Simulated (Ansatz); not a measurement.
# A hypothetical structure for Mg6BRh, part 2 of 2

Starting from a made-up structure for Mg6BRh, the aim is the relaxed cell, its shortest contacts and, where a second run follows, its electronic structure.

Ansatz 0.2.0; DFT, PBE, plane-wave PAW, files of the set soft_1, scalar-relativistic, no spin, cell and ions relaxed at zero pressure; PAW set soft_1 (the session's first sound run).

So far: The starting structure; Relaxing cell and atoms.

**2. Relaxing cell and atoms (continued)**

The steps of the relaxation:

| step | energy less that of the first step (eV) | largest force component (eV/Å) | pressure (GPa) | volume (Å³) |
| --- | --- | --- | --- | --- |
| 1 | 0.0000 | 0.0389 | -7.84 | 169.21 |
| 2 | -0.8011 | 0.1647 | -2.96 | 147.13 |
| 3 | -0.8761 | 0.1729 | 2.15 | 133.05 |
| 4 | -0.9258 | 0.0292 | -0.26 | 138.73 |
| 5 | -0.9270 | 0.0023 | -0.03 | 138.08 |
| 6* | -0.9232 | 0.0023 | -0.03 | 138.08 |

Relaxation steps marked * repeat the geometry before them on a plane-wave basis chosen anew for their cell, so energy and pressure can jump there.

Forces are held to the 16 operations that the run works with; a distortion that breaks them can't arise in this run.

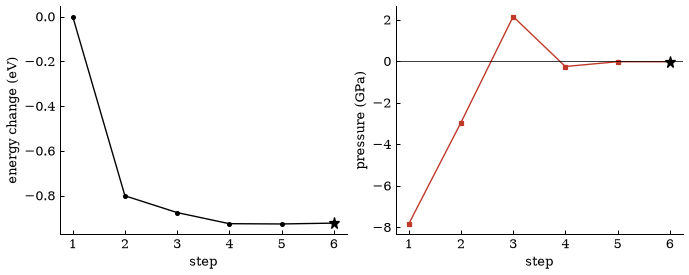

Energy and pressure along the relaxation. Stars mark steps on a basis chosen anew.

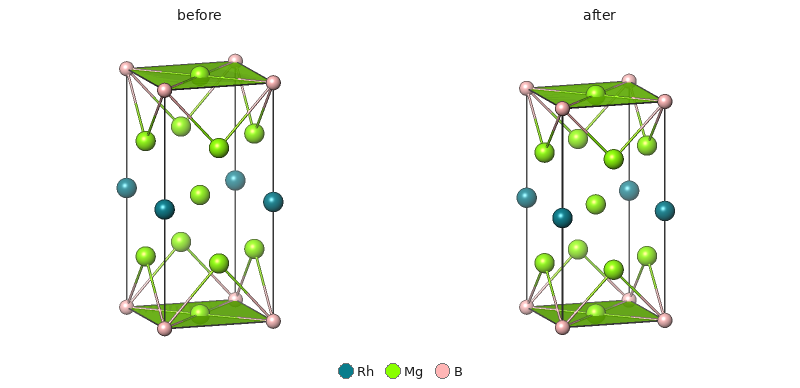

Before and after, at one scale.

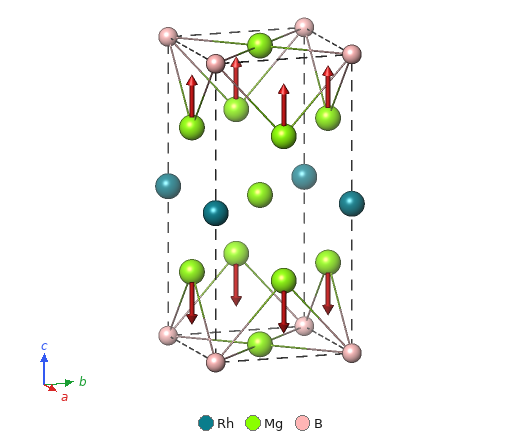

Displacements in the relaxation, exaggerated, measured against the changing cell; the longest in the cell stands for 0.09 Å. Some periodic images of atoms are drawn too.

| conventional cell, symmetrised | before | after | change |
| --- | --- | --- | --- |
| a (Å) | 4.310 | 4.064 | -5.7 % |
| b (Å) | 4.310 | 4.064 | -5.7 % |
| c (Å) | 9.109 | 8.362 | -8.2 % |
| volume (Å³/atom) | 21.15 | 17.26 | -18.4 % |

The atoms that moved most (Å, as changes of fractional coordinates times the final cell):

| atom | dx | dy | dz | length |
| --- | --- | --- | --- | --- |
| Mg3 | 0.000 | 0.000 | -0.089 | 0.089 |
| Mg5 | 0.000 | 0.000 | -0.089 | 0.089 |
| Mg4 | 0.000 | 0.000 | 0.089 | 0.089 |
| Mg2 | 0.000 | 0.000 | 0.089 | 0.089 |

The relaxed structure:

```cif
data_structure
_symmetry_space_group_name_H-M 'P 1'
_symmetry_Int_Tables_number 1
_cell_length_a 4.0636
_cell_length_b 4.0636
_cell_length_c 8.3624
_cell_angle_alpha 90.000
_cell_angle_beta 90.000
_cell_angle_gamma 90.000
_cell_volume 138.08
loop_
_atom_site_label
_atom_site_type_symbol
_atom_site_fract_x
_atom_site_fract_y
_atom_site_fract_z
_atom_site_occupancy
Rh1 Rh 0.00000 0.00000 0.50000 1
Mg2 Mg 0.00000 0.50000 0.75248 1
Mg3 Mg 0.00000 0.50000 0.24752 1
Mg4 Mg 0.50000 0.00000 0.75248 1
Mg5 Mg 0.50000 0.00000 0.24752 1
Mg6 Mg 0.50000 0.50000 0.50000 1
Mg7 Mg 0.50000 0.50000 0.00000 1
B8 B 0.00000 0.00000 0.00000 1
```

Numbers from this step:

```
free energy             : -18100.4834 eV
energy at zero smearing : -18100.4745 eV
smearing term TS        : 0.01785 eV
Fermi energy            : 8.310 eV
electrons               : 80
symmetry operations     : 16
pressure                : -0.02855 GPa
```

The shortest distance of each pair, which need not be the same contact before and after:

| pair | guess (Å) | relaxed (Å) |
| --- | --- | --- |
| Mg–Rh | 3.048 | 2.873 |
| Mg–Mg | 3.048 | 2.873 |
| B–Mg | 3.048 | 2.873 |
| Rh–Rh | 4.310 | 4.064 |
| B–B | 4.310 | 4.064 |

The relaxation ends with a largest force component of 0.0023 eV/Å and a pressure of -0.03 GPa.

**3. Electronic structure of the relaxed cell**

A second self-consistent run takes a narrower smearing and the mesh shown in its input; the bands follow along the standard path of the relaxed lattice.

This step: DFT, PBE, plane-wave PAW, files of the set soft_1, scalar-relativistic, no spin, bands and density of states at the relaxed cell; PAW set soft_1 (Ansatz 0.2.0).

Input file input.yaml:

```yaml
crystal:
  lattice:
    - [4.0635601429, 0.0, 0.0]
    - [0.0, 4.0635601429, 0.0]
    - [0.0, 0.0, 8.3623937388]
  atoms:
    - { symbol: Rh, position: [0.0, 0.0, 0.5] }
    - { symbol: Mg, position: [0.0, 0.5, 0.7524842954] }
    - { symbol: Mg, position: [0.0, 0.5, 0.2475157046] }
    - { symbol: Mg, position: [0.5, 0.0, 0.7524842954] }
    - { symbol: Mg, position: [0.5, 0.0, 0.2475157046] }
    - { symbol: Mg, position: [0.5, 0.5, 0.5] }
    - { symbol: Mg, position: [0.5, 0.5, 0.0] }
    - { symbol: B, position: [0.0, 0.0, 0.0] }
kpoints:
  mp_grid: { grid: [8, 8, 4] }
  band_path:
    path:
      - [[0.0, 0.0, 0.0], [0.0, 0.5, 0.0], [0.5, 0.5, 0.0], [0.0, 0.0, 0.0], [0.0, 0.0, 0.5], [0.0, 0.5, 0.5], [0.5, 0.5, 0.5], [0.0, 0.0, 0.5]]
      - [[0.0, 0.5, 0.0], [0.0, 0.5, 0.5]]
      - [[0.5, 0.5, 0.0], [0.5, 0.5, 0.5]]
    npoints: 8
scf:
  occupations: { method: fermi_dirac, width: 0.03 }
  n_extra_bands: 12
hamiltonian:
  xc: pbe
  pseudopotentials: { kind: paw, azcp: { folder: soft_1 } }
output:
  forces: true
  stress: true
  write_bands: true
  dos: { projected: true }
  write_density: true
  write_potential: true
  elf: true
  volumetric_format: npy
```

The run is started by

```
> ansatz run input.yaml --threads 4 --pin off --max-ram 10240MiB --backend cpu --events-out ev --progress --plain --runs-dir out
```

Numbers of over 12 decimals in the logs are rounded to 6 here.

The log of the run:

```text
[...]
Crystal: 8 atoms, lattice volume = 138.084 Å³
Basis set: ecut = 420 eV, 2731 PW (Γ), exchange–correlation on 60×60×120 points (8 copies of the dense FFT grid, shifted against one another)
Bands: 52, of which v1, the nominal top of the filled ones, is band 40 counted from 1 (39 counted from 0)
Symmetry: 16 space group operations
[...]
k-points: 45 of 256
[...]
SCF iter   1: F=—  HF=-18117.205198 eV  |F-HF|=—  |Δ(HF+E_count)|=         —  Δρ=2.52e-1  dr2=2.73e2  ethr=3.10e-3  ⟨swp⟩=7.5  Hψ=10699  notcnv=0  defer=14
[...]
SCF iter  11: F=-18100.454618 eV  HF=-18100.454618 eV  |F-HF|=1.14e-8  |Δ(HF+E_count)|=   8.71e-8  Δρ=2.88e-6  dr2=1.36e-8  ethr=1.25e-10  ⟨swp⟩=16.4  Hψ=16647  notcnv=0
SCF 1 converged in 11 iterations: F = -18100.454618 eV  dr2 = 1.36e-8
[...]
NSCF: frozen V_eff on 75 k-points
SCF converged after 11 iterations
Free energy (F): -18100.454618 eV
[...]
Internal energy: -18100.445281 eV  (E = F + TS)
E sigma→0 (E₀):  -18100.449949 eV
Entropy (-TS):   -0.009336 eV (-1.167 meV/atom)
Fermi energy:    8.292118 eV
[...]
--- Forces (eV/Å), atoms counted from 1 ---
  atom   1  Rh     0.00000000     0.00000000     0.00000000
  atom   2  Mg    -0.00000000     0.00000000     0.07170531
  atom   3  Mg     0.00000000     0.00000000    -0.07170531
  atom   4  Mg    -0.00000000     0.00000000     0.07170531
  atom   5  Mg     0.00000000     0.00000000    -0.07170531
  atom   6  Mg     0.00000000    -0.00000000    -0.00000000
  atom   7  Mg     0.00000000    -0.00000000    -0.00000000
  atom   8  B     -0.00000000     0.00000000     0.00000000
  max |Σ_I F_I| component: 1.39e-17 eV/Å
--- Stress (GPa, compression-positive) ---
       -0.037327       0.000000      -0.000000
        0.000000      -0.037327       0.000000
       -0.000000       0.000000       0.109616
  P = ⅓ Tr σ = 0.0117 GPa (0.117 kbar)
--- Band table (eV; the first three rows and the last of 45) ---
  k-point 0: bands = [... 36 lower, 7.8320, 7.8550, 7.8550, 7.8691, 10.3831, 10.3831, 10.4538, 11.1317, ... 8 higher]
  k-point 1: bands = [... 36 lower, 7.2167, 7.9456, 7.9456, 8.5646, 9.9927, 10.0007, 10.0007, 11.1120, ... 8 higher]
  k-point 2: bands = [... 36 lower, 7.0829, 8.0478, 8.0478, 8.7812, 9.7224, 9.7224, 9.8159, 11.0926, ... 8 higher]
  k-point 44: bands = [... 36 lower, 6.2270, 6.2270, 7.3707, 7.4269, 7.5911, 8.8447, 8.9513, 9.7035, ... 8 higher]
```

The job ended after 8.5 s (4 threads of Arm Neoverse V2, shared host; peak memory 0.67 GiB; 33 s of CPU time).

Reading the cycles: dr2 is the Hartree energy of the density residual (eV), the measure of convergence; HF is the Harris–Foulkes estimate of the energy, which meets the free energy F at convergence.

Numbers from this step:

```yaml
free_energy: -18100.4546 eV
energy_at_zero_smearing: -18100.4499 eV
smearing_term_ts: 0.009336 eV
fermi_energy: 8.292 eV
pressure: 0.01165 GPa
```

From bands.tsv, the bands that come nearest the Fermi level along the path, at its corners, in eV from the Fermi level:

```tsv
point	band 37	band 38	band 39	band 40	band 41	band 42	band 43	band 44
Γ	-0.46	-0.44	-0.44	-0.42	2.09	2.09	2.16	2.84
X	-1.58	-1.13	-0.85	0.50	1.23	1.81	2.72	3.12
M	-1.91	-1.89	-1.41	-1.41	-0.92	-0.44	0.90	0.90
Γ	-0.46	-0.44	-0.44	-0.42	2.09	2.09	2.16	2.84
Z	-1.21	-0.24	-0.24	0.49	1.43	1.43	1.52	2.80
R	-1.22	-0.91	-0.61	-0.44	0.30	0.57	3.05	3.08
A	-2.07	-2.07	-0.92	-0.87	-0.70	0.55	0.66	1.41
Z	-1.21	-0.24	-0.24	0.49	1.43	1.43	1.52	2.80
X	-1.58	-1.13	-0.85	0.50	1.23	1.81	2.72	3.12
R	-1.22	-0.91	-0.61	-0.44	0.30	0.57	3.05	3.08
M	-1.91	-1.89	-1.41	-1.41	-0.92	-0.44	0.90	0.90
A	-2.07	-2.07	-0.92	-0.87	-0.70	0.55	0.66	1.41
```

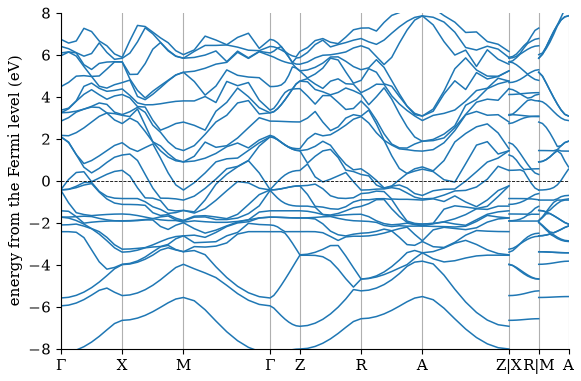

Bands along the path. 28 bands lie wholly below the window drawn.

States per cell as run, both spins, in windows of 1 eV, from dos.tsv (zero at the Fermi level):

```
from  to  total
  -8  -7   0.84
  -7  -6   1.28
  -6  -5   1.33
  -5  -4   2.11
  -4  -3   2.23
  -3  -2   5.09
  -2  -1   6.90
  -1   0   4.17
   0   1   2.64
   1   2   2.90
   2   3   2.86
   3   4   3.58
   4   5   4.04
```

Below -8 eV lie 56.1 more states.

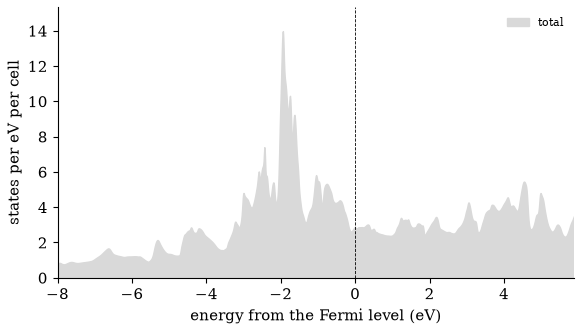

Total density of states, smoothed over about 0.04 eV.

Force by atom:

| atom | x (eV/Å) | y (eV/Å) | z (eV/Å) | size |
| --- | --- | --- | --- | --- |
| Rh1 | 0.0000 | 0.0000 | 0.0000 | 0.0000 |
| Mg2 | 0.0000 | 0.0000 | 0.0717 | 0.0717 |
| Mg3 | 0.0000 | 0.0000 | -0.0717 | 0.0717 |
| Mg4 | 0.0000 | 0.0000 | 0.0717 | 0.0717 |
| Mg5 | 0.0000 | 0.0000 | -0.0717 | 0.0717 |
| Mg6 | 0.0000 | 0.0000 | 0.0000 | 0.0000 |
| Mg7 | 0.0000 | 0.0000 | 0.0000 | 0.0000 |
| B8 | 0.0000 | 0.0000 | 0.0000 | 0.0000 |

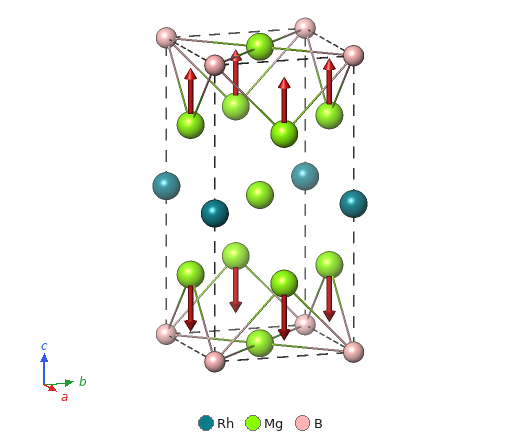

Force as arrows, the longest 0.0717 eV/Å. Some periodic images of atoms are drawn too.

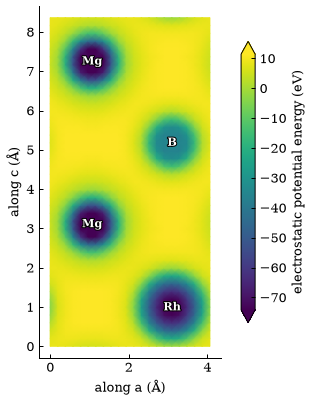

Electrostatic potential energy in the ac plane at fractional y = 0.000, with atoms of Rh and Mg and B within 0.2 Å of it. With pseudopotentials it is smooth inside the atoms' cores, unlike the true potential. The map starts off the cell's origin, so that atoms lie inside it.

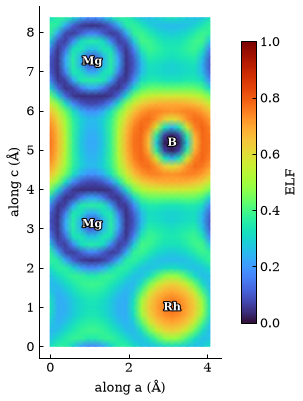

ELF in the ac plane at fractional y = 0.000, with atoms of Rh and Mg and B within 0.2 Å of it. It is the smooth field of the valence electrons, not physical close to the nuclei. The map starts off the cell's origin, so that atoms lie inside it.

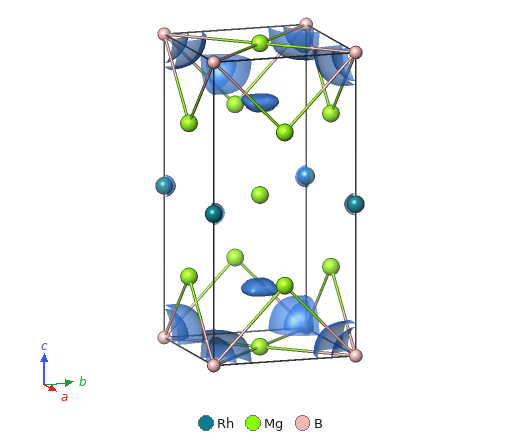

Surface of ELF = 0.72.

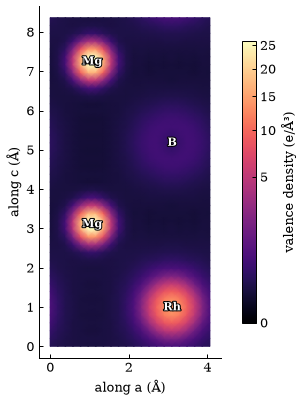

Valence density in the ac plane at fractional y = 0.000, with atoms of Rh and Mg and B within 0.2 Å of it. It is the smooth field of the valence electrons, not physical close to the nuclei. The map starts off the cell's origin, so that atoms lie inside it. The colour scale is stretched toward low values.

**4. What came out**

| Property | Result |
| --- | --- |
| space group, relaxed | P4/mmm |
| conventional cell | a = 4.064, b = 4.064, c = 8.362 Å; α = 90.0°, β = 90.0°, γ = 90.0° |
| volume per atom | 17.26 Å³ (guess 21.15) |

Mg6BRh relaxes to P4/mmm with a = 4.064, b = 4.064 and c = 8.362 Å. The guessed volume was 23 % too large. The space group P4/mmm was held in the relaxation, so the end point is a stationary structure within it and may be a saddle against distortions or other arrangements. Bands cross the Fermi level, so it is a metal or semimetal at this level. On the 8×8×4 mesh with the narrower smearing (relaxed on 6×6×3) the largest force component is 0.072 eV/Å and the largest stress component is 0.110 GPa, against the relaxation's thresholds of 0.015 eV/Å and 0.05 GPa. The cutoff wasn't tested. A vector of the cell changed its length by 8 %, more than the volume shows. No dispersion term is used, so weakly bound directions may come out too long. The runs have no spin, and magnetism wasn't tested. Nothing here tests whether the compound is stable against decomposition.

[Logs are printed without paths, hosts, clocks, repeated set-up lines and the standing remarks that a program may print on its own settings, such as how far it seeks lower states.]

[Hosts, paths, dates, database ids (printed as entryN), source tags and the programs' standing remarks are cut or masked in the printed files.]
